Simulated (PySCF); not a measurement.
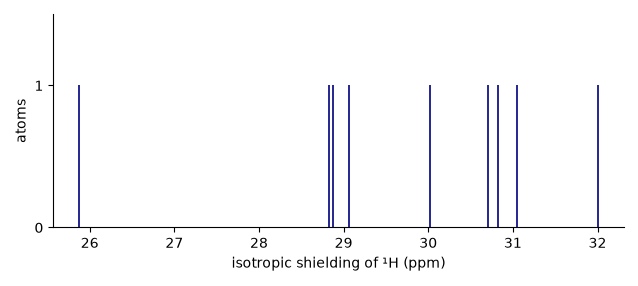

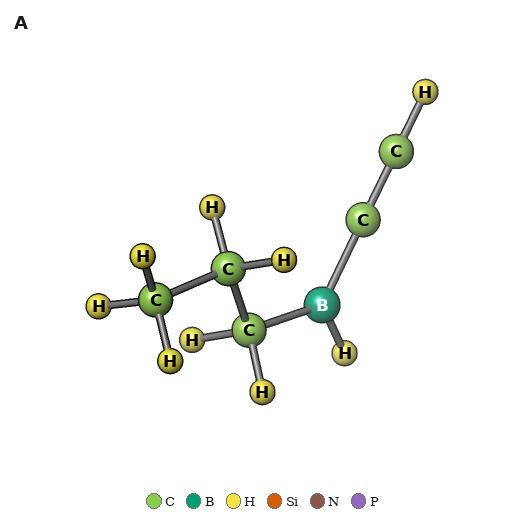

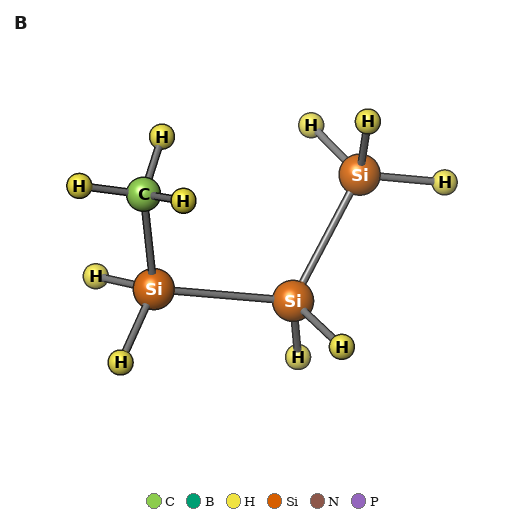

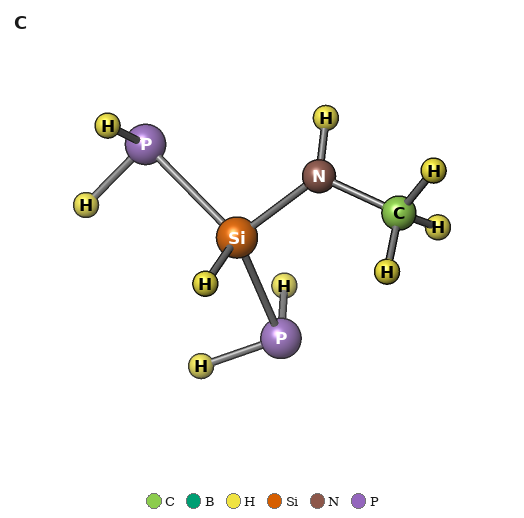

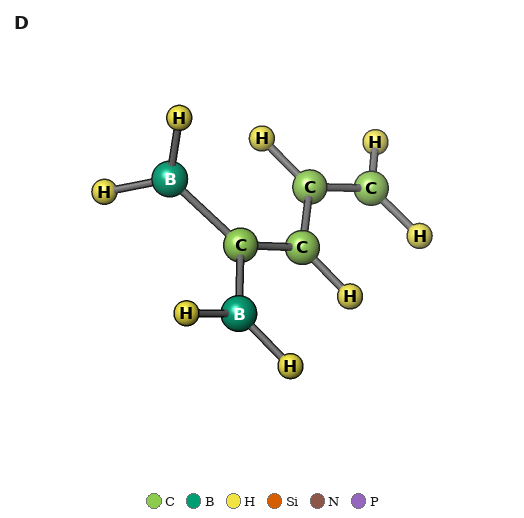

The sticks are computed shieldings of one of the molecules, for one fixed geometry (GFN2-xTB) without averaging over rotations. Low shielding means a high chemical shift. Method: GIAO PBE0/pcSseg-1 NMR shielding, non-relativistic, gas phase (PySCF 2.14.0).

**Match the spectrum to a structure.**

C, `CN[SiH](P)P`. Its 9 H atoms give lines at 25.87, 28.82, 28.87, 29.06, 30.03, 30.71, 30.83, 31.05, 32.00 ppm.

The geometry is semi-empirical. Around B, P, Si such bond lengths and angles can be off by a tenth of an ångström or more and by several degrees, and values that hang on the shape move with them.
